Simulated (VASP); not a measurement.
Given:

```
MgO
1.0
    0.00000     2.10964     2.10964
    2.10964     0.00000     2.10964
    2.10964     2.10964     0.00000
Mg O
1 1
Direct
  0.00000   0.00000   0.00000
  0.50000   0.50000   0.50000
```

The numbers are results of PBE GGA with D4 dispersion, VASP's PBE PAW potentials (set 64) (plane waves; VASP 6.6.1), not measurements. Settings: 520 eV cut-off, 12×12×12 Γ-centred mesh, tetrahedra with Blöchl corrections, potentials Mg O.

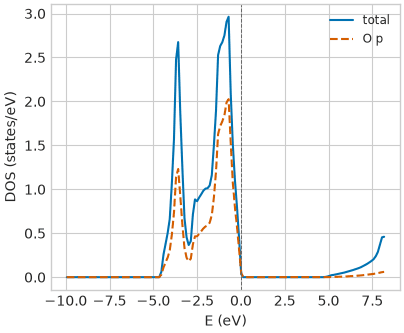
Fig. 1. Total and projected density of states, zero at the valence-band maximum

Within 2 eV below the valence-band maximum the largest weight inside VASP's projection spheres is O p.

The gap is direct, 4.68 eV, from the valence maximum at Γ to the conduction minimum at Γ.

The compound is MgO in the rock salt structure. It was relaxed first.
